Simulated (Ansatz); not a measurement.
```xyz
11

F     0.5300    2.2959    1.3012
C    -0.1148    1.3761    0.4811
C     0.6302    0.0740    0.4650
Sn   -0.3173   -1.3993   -0.7891
H    -1.1308    1.2589    0.8718
H    -0.1725    1.8244   -0.5161
H     0.6947   -0.3417    1.4731
H     1.6470    0.2202    0.0936
H    -1.9002   -1.7043   -0.2240
H    -0.3972   -0.8230   -2.3952
H     0.5961   -2.8384   -0.7410
```

Geometry: PBE0-D4/def2-TZVP; core potentials replace the inner electrons of Sn.

The calculation used RKS PBE0-D4/def2-TZVPP in Ansatz 0.2.0.

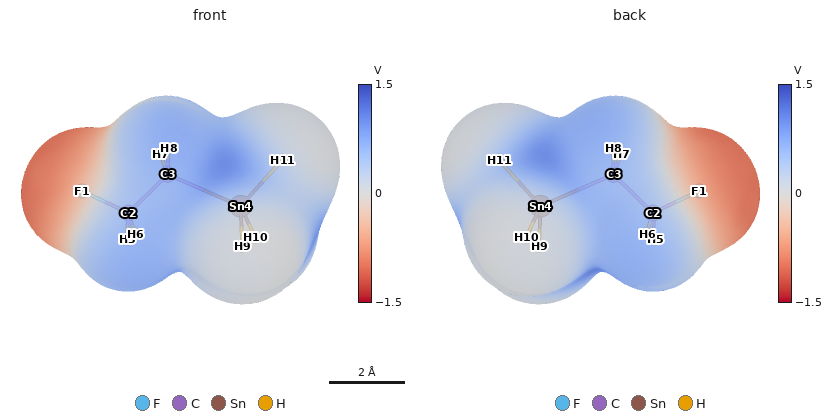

C2H7FSn. The molecular electrostatic potential painted on the density surface at 0.001 e/bohr³, seen from the front and from behind; red is negative and blue positive.

Where is the surface potential most negative and most positive?

Answer. The most negative region (about −1.0 V, or −23 kcal/mol for a unit charge) lies over F1, the most positive (about +1.0 V, or +23 kcal/mol for a unit charge) over Sn4.
